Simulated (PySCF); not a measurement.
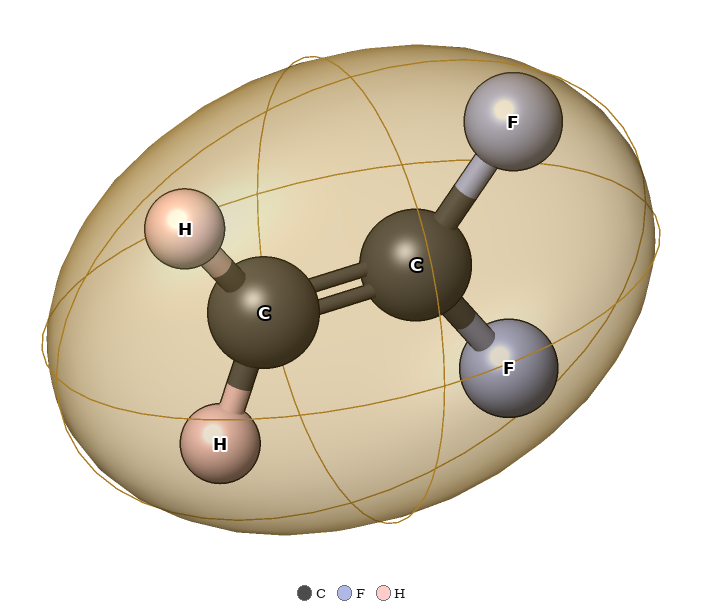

The ellipsoid shows the static dipole polarisability: its half-axes are proportional to the principal values. Geometry: a frame of a GFN2-xTB molecular-dynamics simulation, not a minimum. Method: PBE0/def2-SVPD (PySCF 2.14.0).

**How large and how anisotropic is the polarisability?**

Principal values 20.5, 26.4, 34.6 bohr³; mean 27.2 bohr³ (4.03 Å³); anisotropy 12.3 bohr³, so the longest axis is 1.69 times the shortest.
